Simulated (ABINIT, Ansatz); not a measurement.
# InGaN2 (P3m1): G0W0 with ABINIT, start to end, part 3 of 3

Aim: the G0W0 gap of InGaN2 (P3m1) on LDA, step by step.

ABINIT 10.8.3; LDA and many-body steps on it, plane waves. Known limits of the many-body steps: not at the basis limit; exchange with frozen shells missing; screening runs away on this mesh; no spin-orbit coupling; coarse k mesh.

So far. Step 4 (Empty states on the mesh, 3×3×2 mesh, 74 bands): On this mesh the gap is 0.252 eV. Step 5 (Screening, 3×3×2 mesh, 68 bands, screening to 119.7 eV): Local fields lower ε∞ by 21 %. The value itself is an artefact of the mesh, where one narrow direct gap carries too much weight.

## 6. Self-energy, 3×3×2 mesh, 68 bands, screening to 119.7 eV

The self-energy is evaluated for the states that the input lists, and the levels follow from it, in one-shot runs by the linearised quasiparticle equation.

This step: G0W0 on LDA, plane waves, norm-conserving pseudopotentials.

The input, run.abi:

```
acell 3*1.0 Angstrom
rprim 
  3.399288205422 -0.000000000005 0.000000000000
  -1.699644102707 2.943869940683 0.000000000000
  0.000000000000 0.000000000000 5.551613000000
ntypat 3
znucl 49 31 7
natom 4
typat 1 2 3 3
xred 
  0.000000000000 0.000000000000 0.998402000000
  0.666666666667 0.333333333333 0.495356000000
  0.666666666667 0.333333333333 0.145617000000
  0.000000000000 0.000000000000 0.602224000000
pp_dirpath "pseudos"
pseudos "In.upf, Ga.upf, N.upf"
ecut 36
ngkpt 3 3 2
nshiftk 1
shiftk 0 0 0
kptopt 1
chksymbreak 0
istwfk *1
occopt 1
irdwfk 1
optdriver 4
nband 68
gwcalctyp 0
ecutsigx 36
symsigma 1
nkptgw 1
kptgw 
  0.0000000000 0.0000000000 0.0000000000
bdgw 
  17 20
ecuteps 4.4
irdscr 1
ppmodel 1
indata_prefix "in"
outdata_prefix "out"
tmpdata_prefix "tmp"
```

Run with:

```bash
> OMP_NUM_THREADS=1 mpirun -n 4 abinit run.abi > log
```

Numbers of over 12 decimals in the logs are rounded to 6 here.

What it wrote:

```text
.Version 10.8.3 of ABINIT. v10.8.2 released Aug 2026.

 Symmetries : space group P3 m 1 (#156); Bravais hP (primitive hexag.)
[... echo of the input left out ...]
== DATASET  1 ==================================================================
-   mpi_nproc: 4, omp_nthreads: 1 (-1 if OMP is not activated)

--- !DatasetInfo
iteration_state: {dtset: 1, }
dimensions: {natom: 4, nkpt: 6, mband: 68, nsppol: 1, nspinor: 1, nspden: 1, mpw: 3882, }
cutoff_energies: {ecut:  36.0, pawecutdg:  -1.0, }
electrons: {nelect:   3.60000000E+01, charge:   0.00000000E+00, occopt:   1.00000000E+00, tsmear:   1.00000000E-02, }

 SIGMA: Calculation of the GW corrections

 Based on a program developped by R.W. Godby, V. Olevano, G. Onida, and L. Reining.
 Incorporated in ABINIT by V. Olevano, G.-M. Rignanese, and M. Torrent.
.Using double precision arithmetic ; gwpc =  8

[... cell and pseudopotentials left out ...]
--------------------------------------------------------------------------------

 ==== K-mesh for the wavefunctions ====
 Number of points in the irreducible wedge :     6
[... list of points left out ...]
 Together with  6 symmetry operations and time-reversal symmetry
 yields    18 points in the full Brillouin Zone.

 ==== Q-mesh for screening function ====
 Number of points in the irreducible wedge :     6
[... list of points left out ...]
 Together with  6 symmetry operations and time-reversal symmetry
 yields    18 points in the full Brillouin Zone.

 vcoul_init : cutoff-mode = AUXILIARY_FUNCTION
 q-points for optical limit:   1
     1)      0.000010    0.000020    0.000030
 setmesh: FFT mesh size selected  =    30x   30x   60
          total number of points  =        54000

 Number of electrons calculated from density =   36.0000; Expected =   36.0000
 average of density, n =  0.096024
 r_s =    1.3547
 omega_plasma =   29.8914 [eV]

 === KS Band Gaps ===
  >>>> For spin  1
   Minimum direct gap =   0.2521 [eV], located at k-point      :   0.0000  0.0000  0.0000
   Fundamental gap    =   0.2521 [eV], Top of valence bands at :   0.0000  0.0000  0.0000
                                       Bottom of conduction at :   0.0000  0.0000  0.0000
 SIGMA fundamental parameters:
 PLASMON POLE MODEL  1
 number of plane-waves for SigmaX                 3863
 number of plane-waves for SigmaC and W            147
 number of plane-waves for wavefunctions          3863
 number of bands                                    68
 number of independent spin polarizations            1
 number of spinorial components                      1
 number of k-points in IBZ                           6
 number of q-points in IBZ                           6
 number of symmetry operations                       6
 number of k-points in BZ                           18
 number of q-points in BZ                           18
 number of frequencies for dSigma/dE                 9
 frequency step for dSigma/dE [eV]                0.25
 number of omega for Sigma on real axis              0
 max omega for Sigma on real axis  [eV]           0.00
 zcut for avoiding poles [eV]                     0.10

 EPSILON^-1 parameters (SCR file):
 dimension of the eps^-1 matrix on file            147
 dimension of the eps^-1 matrix used               147
 number of plane-waves for wavefunctions          3863
 number of bands                                    68
 number of q-points in IBZ                           6
 number of frequencies                               2
 number of real frequencies                          1
 number of imag frequencies                          1

 matrix elements of self-energy operator (all in [eV])

 Perturbative Calculation

--- !SelfEnergy_ee
iteration_state: {dtset: 1, }
kpoint     : [   0.000,    0.000,    0.000, ]
spin       : 1
KS_gap     :    0.252
QP_gap     :    0.225
Delta_QP_KS:   -0.028
data: !SigmaeeData |
     Band     E0 <VxcDFT>   SigX SigC(E0)      Z dSigC/dE  Sig(E)    E-E0       E
       17   5.012 -17.664 -20.594   3.845   0.774  -0.292 -16.956   0.708   5.720
       18   5.012 -17.664 -20.594   3.845   0.774  -0.292 -16.956   0.708   5.720
       19   5.265 -13.687  -9.627  -3.212   0.802  -0.247 -13.007   0.680   5.945
       20   8.093 -13.267  -8.238  -3.990   0.811  -0.233 -12.424   0.843   8.936

== END DATASET(S) ==============================================================
================================================================================

 -outvars: echo values of variables after computation  --------
           etotal      0.0000000000E+00
            nband          68
             nkpt           6
          spgroup         156
 [... the other variables as echoed above ...]

 Calculation completed.
```

Elapsed: 4.1 s, on 4 MPI ranks of Arm Neoverse V1, shared host; peak memory 0.21 GiB; 16 s of CPU time.

This step gave:

```yaml
g0w0_gap_on_the_points_computed: 0.2250 eV
starting_gap_on_the_mesh: 0.2522 eV
k_of_the_valence_top: 0, 0, 0
k_of_the_conduction_bottom: 0, 0, 0
z_at_the_valence_top: 0.774
z_at_the_conduction_bottom: 0.802
least_direct_g0w0_gap_on_the_computed_points: 0.2250 eV
```

The gap on the mesh goes from 0.25 eV to 0.23 eV, a correction of −0.03 eV.

Limits: finite bands, cutoff and mesh; exchange with frozen shells missing; no spin-orbit coupling; coarse k mesh. v1 is the top filled band, c1 the lowest empty one. Levels before and after the correction, in eV, zero at the valence-band top of each column:

```tsv
	conduction bottom	valence top
Kohn-Sham	0.25	0.00
G0W0	0.23	0.00
```

```tsv
	level	energy (eV)
Kohn-Sham	Γ v2-v1	0.000
Kohn-Sham	Γ c1	0.252
Kohn-Sham	Γ c2	3.080
G0W0	Γ v2-v1	0.000
G0W0	Γ c1	0.225
G0W0	Γ c2	3.216
```

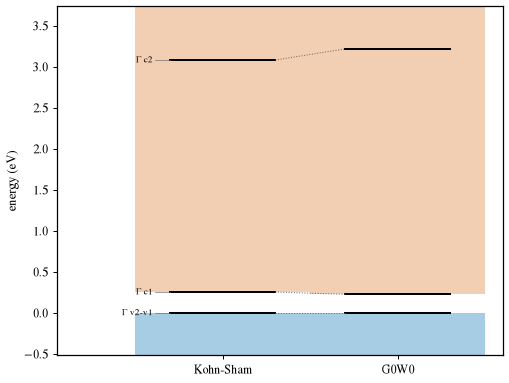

Levels before and after the correction. Shaded: valence and conduction bands.

## 7. Where the time went

Times are wall times on 4 MPI ranks of Arm Neoverse V1, shared host, good to a factor of about two.

```tsv
step	time	share	memory (GiB)
ground state	36 s	32 %	0.34
bands along the symmetry lines	42 s	38 %	0.37
empty states on the mesh	19 s	17 %	0.29
screening	12 s	10 %	0.61
self-energy	4.1 s	4 %	0.21
```

## 8. What came out

```yaml
lda_gap: 0.25 eV, direct
g0w0_gap_on_the_mesh: 0.23 eV
gw_settings: 3×3×2 mesh, 68 bands, screening to 119.7 eV, Godby-Needs plasmon pole
known_limits: not at the basis limit; exchange with frozen shells missing; screening runs away on this mesh; no spin-orbit coupling; coarse k mesh
```

In words: G0W0 moves the gap on the mesh from 0.25 eV to 0.23 eV (−0.03 eV), with Z of 0.77 and 0.80 at the edges. Local fields lower the RPA ε∞ on this mesh from 707.86 to 562.35; a Γ-centred mesh this coarse tends to raise both, most where the direct gap is narrow, while a short band sum lowers them. Only 1 of the mesh's irreducible points was corrected, so a valley elsewhere could overtake. Bands and cutoff are finite, so the gap is not at the basis limit. The miss can reach some tenths of an eV and take either sign; the mesh is an error of its own. In the G0W0 run levels were corrected at 1 k point alone, so a gap called «on the mesh» is the least over those, and an edge elsewhere would be missed. The 3×3×2 mesh is coarse for this cell, which bears on the long-range parts of exchange and screening. The norm-conserving file of at least one element keeps a d shell over frozen s and p shells of the same row. Exchange with those shells is missing from the self-energy, an error of 0.3 to 0.9 eV in cases checked, whose sign depends on which edge lies on those atoms. On this mesh the RPA ε∞ passes 90, more than nearly any semiconductor shows; a coarse mesh does this where one point with a narrow direct gap carries much weight. The screening is then too strong, and the G0W0 gap should not be taken as the material's. The many-body steps are scalar-relativistic: spin-orbit coupling is not in them.

[Paths, hosts, dates, memory and timing lines, banners, echoed tables and standing remarks are left out of the program output.]

[Logs are printed without paths, hosts, clocks, repeated set-up lines and the standing remarks that a program may print on its own settings, such as how far it seeks lower states.]

[Runs of the session that timed out or met a known fault of the program may be left out.]

[Hosts, paths, dates, database ids (printed as entryN), source tags and the programs' standing remarks are cut or masked in the printed files.]

[G0W0 gaps are taken among the corrected bands and points alone; a level outside them can change the order at an edge.]

[Where Ansatz stands beside ABINIT at settings called matched, ABINIT's density can come from a denser mesh and the files from another edition; pairs whose starting gaps differed by over 0.03 eV were left out, so agreement reads better than it is.]
